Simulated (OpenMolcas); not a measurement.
# Run report: Co²⁺ complex, multiconfigurational calculation (part 2 of 2)

Continued. System: Co²⁺ with 6 ligands (Cl; octahedron, 2.5 Å), neutralised by 6 outer point charges of +0.67 e, whose field is part of the energies. Method: state-averaged CASSCF, active space 7 electrons in the shell 3d, basis ANO-RCC-VTZP on the metal and ANO-RCC-VDZP on the ligands, DKH2 scalar Hamiltonian, spin-orbit coupling by RASSI with atomic mean-field integrals (OpenMolcas).

### Log (extracts), continued
```
--- RASSI ---
SPIN-FREE ENERGIES:
  (Shifted by EMIN (a.u.) =      -4158.9860959985)

 SF State       Relative EMIN(au)   Rel lowest level(eV)    D:o, cm**(-1)

     1             0.0000000000        0.0000000000              0.0000
     2             0.0000000000        0.0000000000              0.0000
     3             0.0000000000        0.0000000000              0.0000
     4             0.0136661267        0.3718742514           2999.3681
     5             0.0136661267        0.3718742514           2999.3681
     6             0.0136661267        0.3718742514           2999.3681
     7             0.0302173722        0.8222565854           6631.9466
    11             0.0794486533        2.1619079919          17436.9639
    12             0.0794486533        2.1619079919          17436.9639
    13             0.0875063205        2.3811682872          19205.4174
    14             0.0875063205        2.3811682872          19205.4174
    15             0.0875063205        2.3811682872          19205.4174
    16             0.0890490093        2.4231469877          19543.9985
    17             0.0890490093        2.4231469877          19543.9985
    18             0.0890490093        2.4231469877          19543.9985
    10             0.0930825068        2.5329040445          20429.2489
     8             0.0930825068        2.5329040445          20429.2489
     9             0.0930825068        2.5329040445          20429.2489
    19             0.0965117165        2.6262175944          21181.8734
    20             0.1126037196        3.0641033069          24713.6599
    21             0.1126037196        3.0641033069          24713.6599
    22             0.1126037196        3.0641033069          24713.6599
    23             0.1182101642        3.2166624361          25944.1322
    24             0.1182101642        3.2166624361          25944.1322
    25             0.1182101642        3.2166624361          25944.1322
    26             0.1188741819        3.2347312779          26089.8672
    27             0.1188741819        3.2347312779          26089.8672
    28             0.1188741819        3.2347312779          26089.8672
    29             0.1245178367        3.3883029477          27328.5063
    30             0.1245178367        3.3883029477          27328.5063
    31             0.1326874387        3.6106091433          29121.5267
    32             0.1326874387        3.6106091433          29121.5267
    33             0.1326874387        3.6106091433          29121.5267
    34             0.1335397639        3.6338020948          29308.5905
    35             0.1335397639        3.6338020948          29308.5905
    36             0.1358149618        3.6957133841          29807.9387
    37             0.1358149618        3.6957133841          29807.9387
    38             0.1358149618        3.6957133841          29807.9387
    39             0.2007335051        5.4622369401          44055.9120
    40             0.2007335051        5.4622369401          44055.9120
Eigenvalues of complex Hamiltonian:
   -----------------------------------
  (Shifted by EMIN (a.u.) =      -4158.9860959985)

 SO State       Relative EMIN(au)   Rel lowest level(eV)    D:o, cm**(-1)

     1            -0.0032639823        0.0000000000              0.0000
     2            -0.0032639823        0.0000000000              0.0000
     3            -0.0017431919        0.0413828148            333.7749
     4            -0.0017431919        0.0413828148            333.7749
     5            -0.0017431919        0.0413828146            333.7749
     6            -0.0017431919        0.0413828146            333.7749
     7             0.0008226314        0.1112024257            896.9081
     8             0.0008226314        0.1112024257            896.9081
     9             0.0008226315        0.1112024260            896.9081
    10             0.0008226315        0.1112024260            896.9081
    11             0.0015982181        0.1323072144           1067.1297
    12             0.0015982181        0.1323072144           1067.1297
    13             0.0131024607        0.4453536023           3592.0190
    14             0.0131024607        0.4453536023           3592.0190
    15             0.0134903721        0.4559092085           3677.1558
    16             0.0134903721        0.4559092087           3677.1558
    17             0.0134903721        0.4559092085           3677.1558
    18             0.0134903721        0.4559092087           3677.1558
    19             0.0139594743        0.4686741313           3780.1118
    20             0.0139594743        0.4686741310           3780.1118
    21             0.0139594743        0.4686741313           3780.1118
    22             0.0139594743        0.4686741310           3780.1118
    23             0.0147341788        0.4897549148           3950.1398
    24             0.0147341788        0.4897549148           3950.1398
    25             0.0306586436        0.9230816762           7445.1558
    26             0.0306586436        0.9230816762           7445.1558
    27             0.0306586436        0.9230816762           7445.1558
    28             0.0306586436        0.9230816762           7445.1558
    29             0.0788636030        2.2348054451          18024.9215
    30             0.0788636030        2.2348054451          18024.9215
    31             0.0788636030        2.2348054450          18024.9215
    32             0.0788636030        2.2348054450          18024.9215
    33             0.0861039490        2.4318252970          19613.9938
    34             0.0861039490        2.4318252970          19613.9938
    35             0.0861039490        2.4318252984          19613.9938
    36             0.0861039490        2.4318252984          19613.9938
    37             0.0891789881        2.5155013738          20288.8869
    38             0.0891789881        2.5155013738          20288.8869
    39             0.0891789881        2.5155013751          20288.8869
    40             0.0891789881        2.5155013751          20288.8869
    41             0.0891790415        2.5155028267          20288.8986
Weights of the five most important spin-orbit-free states for each spin-orbit state.

 SO State  Total energy (au)           Spin-free states, spin, and weights
 -------------------------------------------------------------------------------------------------------
    1        -0.003264       1 1.5  0.3304    2 1.5  0.3304    3 1.5  0.3304    5 1.5  0.0024    6 1.5  0.0024
    2        -0.003264       1 1.5  0.3304    2 1.5  0.3304    3 1.5  0.3304    5 1.5  0.0024    6 1.5  0.0024
    3        -0.001743       3 1.5  0.4972    2 1.5  0.3517    1 1.5  0.1203    4 1.5  0.0117    6 1.5  0.0101
    4        -0.001743       3 1.5  0.4876    2 1.5  0.3650    1 1.5  0.1166    4 1.5  0.0116    6 1.5  0.0102
    5        -0.001743       1 1.5  0.5268    2 1.5  0.2927    3 1.5  0.1497    5 1.5  0.0120    6 1.5  0.0095
    6        -0.001743       1 1.5  0.5286    2 1.5  0.2828    3 1.5  0.1578    5 1.5  0.0120    6 1.5  0.0094
    7         0.000823       3 1.5  0.4651    2 1.5  0.3525    1 1.5  0.1207    5 1.5  0.0313    6 1.5  0.0176
    8         0.000823       3 1.5  0.4695    2 1.5  0.3457    1 1.5  0.1230    5 1.5  0.0312    6 1.5  0.0180
    9         0.000823       1 1.5  0.5048    2 1.5  0.2731    3 1.5  0.1604    4 1.5  0.0290    6 1.5  0.0222
   10         0.000823       1 1.5  0.5025    2 1.5  0.2798    3 1.5  0.1560    4 1.5  0.0293    6 1.5  0.0218
   11         0.001598       1 1.5  0.3297    2 1.5  0.3297    3 1.5  0.3297    5 1.5  0.0035    6 1.5  0.0035
   12         0.001598       1 1.5  0.3297    2 1.5  0.3297    3 1.5  0.3297    5 1.5  0.0035    6 1.5  0.0035
```

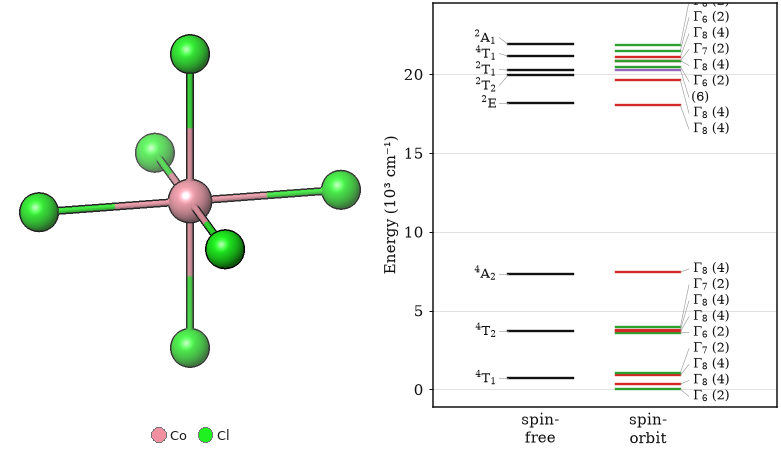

Fig. 2: Co²⁺ (3d⁷) with 6 ligands, Cl⁻, at 2.5 Å (arrangement: octahedron, Oh), neutralised by outer point charges of +0.67 e, and its levels. Labels give the representation in O, Td, D4 or D3 as the site allows (double group for half-integer spin) where it could be assigned and, in brackets, the degeneracy; spin-free states, where drawn, share the zero of the spin-orbit levels. The ground level is Γ₆, a Kramers doublet, 100 % from states of spin multiplicity 4. Its principal g values are 4.62, 4.62 and 4.62, isotropic. The next level lies at 334 cm⁻¹ (Γ₈). The lowest spin-free state is ⁴T₁, from the free-ion F term; of the same spin there follow at 3,000 cm⁻¹ (⁴T₂), 6,630 cm⁻¹ (⁴A₂) and 20,400 cm⁻¹ (⁴T₁) above it. A ligand-field fit to the spin-free states gives |10Dq| = 3,630 cm⁻¹, B = 1,190 and C = 4,430 cm⁻¹ (rms misfit 60 cm⁻¹). The active orbitals hold 96 to 99 % metal character (Löwdin), and the Mulliken charge of the metal is +1.64.

### Input file
```
&GATEWAY
Coord
7

Co 0.0 0.0 0.0
Cl 2.500000 0.000000 0.000000
Cl 0.000000 2.500000 0.000000
Cl -2.500000 0.000000 0.000000
Cl 0.000000 -2.500000 0.000000
Cl 0.000000 0.000000 2.500000
Cl 0.000000 0.000000 -2.500000
Basis=Co.ANO-RCC-VTZP,Cl.ANO-RCC-VDZP
Group=XYZ
NoMove
AngMom=0.0 0.0 0.0
AMFI
RICD
XField
3 Angstrom 0
5.100000 0.000000 0.000000 0.666667
0.000000 5.100000 0.000000 0.666667
0.000000 0.000000 5.100000 0.666667
&SEWARD
&RASSCF
FileOrb=start.orb
Symmetry=1
Spin=4
nActEl=7 0 0
Inactive=30 33
Ras2=5 0
CIRoot=10 10 1
SDav=10
CIMx=300
Iter=150 100
PrWF=0.3
OrbListing=Nothing
MaxOrb=1
LevShft=1.0
>>> COPY $Project.JobIph JOB001
&RASSCF
FileOrb=start.orb
Symmetry=1
Spin=2
nActEl=7 0 0
Inactive=30 33
Ras2=5 0
CIRoot=40 40 1
SDav=40
CIMx=300
Iter=150 100
PrWF=0.3
OrbListing=Nothing
MaxOrb=0
LevShft=1.0
>>> COPY $Project.JobIph JOB002
&RASSI
NrOfJobIphs=2 10 40
1 2 3 4 5 6 7 8 9 10
1 2 3 4 5 6 7 8 9 10 11 12 13 14 15 16 17 18 19 20 21 22 23 24 25 26 27
28 29 30 31 32 33 34 35 36 37 38 39 40
IphNames
JOB001
JOB002
EJob
SpinOrbit
DIPRint=1.0
SOCoupling=1000.0
Subsets=2
Property=9
'ANGMOM' 1 'ANGMOM' 2 'ANGMOM' 3 'MLTPL  1' 1 'MLTPL  1' 2 'MLTPL  1' 3
'AMFI' 1 'AMFI' 2 'AMFI' 3
SOProperty=3
'ANGMOM' 1 'ANGMOM' 2 'ANGMOM' 3
```

The file start.orb holds starting orbitals from an earlier step. A driver script formed the levels outside the program, from RASSI's spin-orbit matrix and the active-space energies, averaged over the components of each term or state.

Command:
```bash
OMP_NUM_THREADS=1 MOLCAS_MEM=2457 MOLCAS_PROJECT=a pymolcas a.inp > a.log  # once for each step of the input, in one work folder
```

### Results in brief

- outcome: converged
- energy of the lowest spin-free term: −4158.98610 hartree
- energy of the lowest spin-orbit level: −4158.98936 hartree
- largest spread among components of a term: 0.0 cm⁻¹
- hardware: 1 thread of Intel Xeon @ 3.00GHz (Skylake/Cascade Lake), 64 GiB of memory available, shared host
- wall time: 40 s
- peak memory: 0.2 GiB

### Notes

Without dynamic correlation the splittings between terms come out too large, often by 20 to 50 %. Limits: small active space favours high spin, ground spin may be wrong; distances are set from ionic radii, not optimised.
